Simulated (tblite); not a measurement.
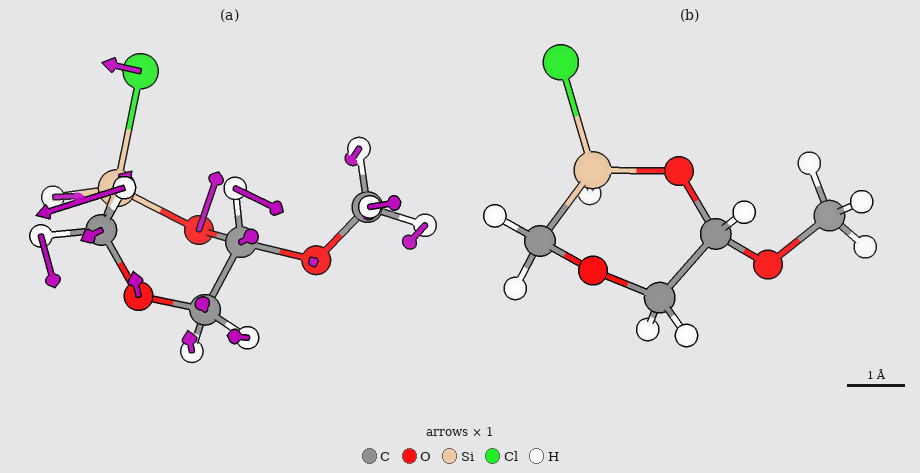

The structure of C₄H₉ClO₃Si before (left) and after (right) a relaxation, at one scale. The purple arrows give the displacements, at their true length.

A ball-and-stick model, seen at a tilt.

Theory: GFN2-xTB geometry optimisation, gas phase in tblite 0.8.0. 

Describe what moved and what it gained.

Answer. After 156 geometry steps the energy has fallen by 122.1 kJ/mol. The largest move after the best rigid fit is that of an O atom, 1.76 Å. By element the largest moves are O 1.76 Å, H 1.73 Å, C 0.81 Å, Cl 0.79 Å, Si 0.47 Å. Among the contacts that change: Cl–Si 2.103 → 1.992 Å, O–Si 1.730 → 1.622 Å, C–O 1.355 → 1.428 Å, C–Si 1.859 → 1.914 Å. Bond angles that change, for instance: C–O–Si 102.3° → 125.5°, Si–C–H 106.7° → 114.2°, O–C–Si 115.2° → 108.0°. Groups turn about C–O by about 90°, C–O by about 80°, O–Si by about 65°.
